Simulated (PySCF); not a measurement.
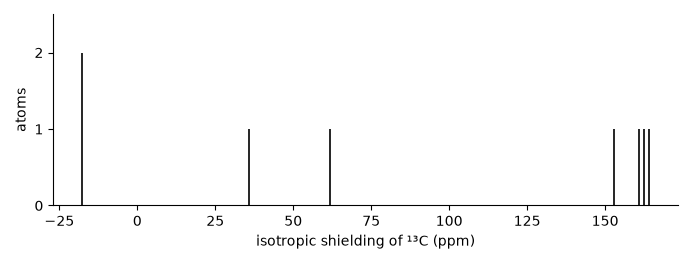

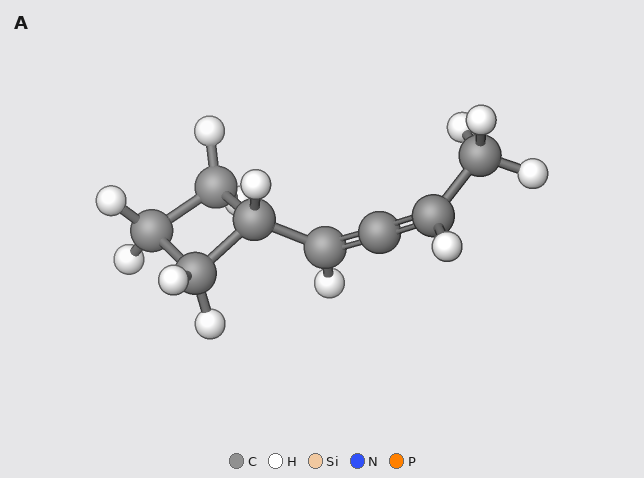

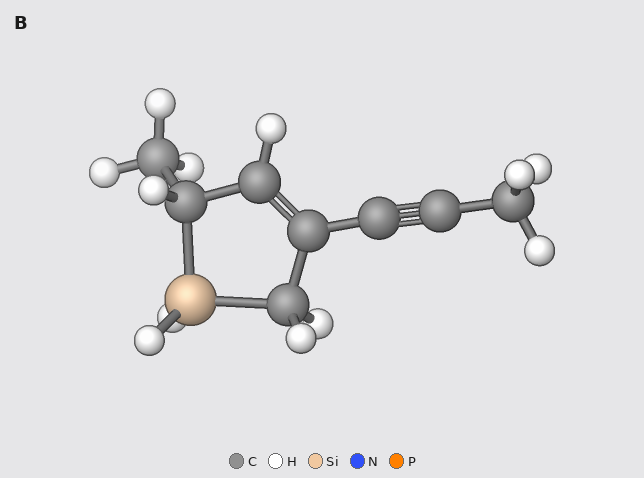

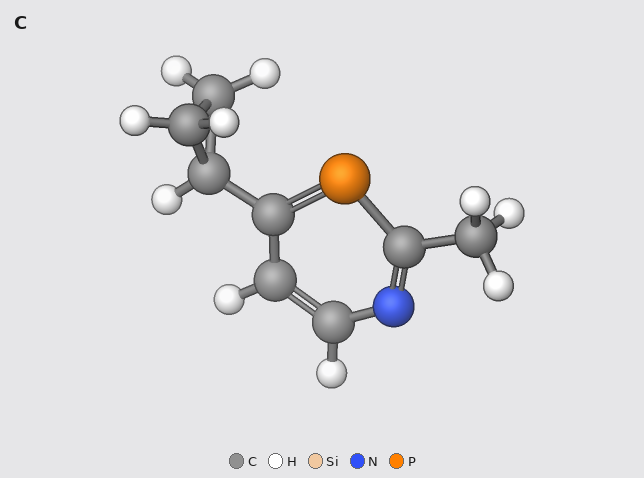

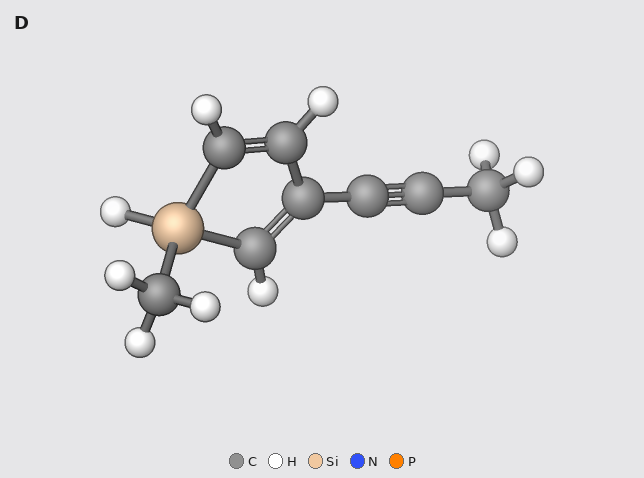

The sticks are computed shieldings of one of the molecules, for one fixed geometry (GFN2-xTB) without averaging over rotations. Low shielding means a high chemical shift. Method: GIAO PBE0/pcSseg-1 NMR shielding, non-relativistic, gas phase (PySCF 2.14.0).

**Match the spectrum to a structure.**

C, `Cc1nccc(C2CC2)p1`. Its 8 C atoms give lines at −17.9 (2 atoms), 35.9, 61.8, 152.8, 160.7, 162.4, 164.2 ppm.

The geometry is semi-empirical. Around P, Si such bond lengths and angles can be off by a tenth of an ångström or more and by several degrees, and values that hang on the shape move with them.
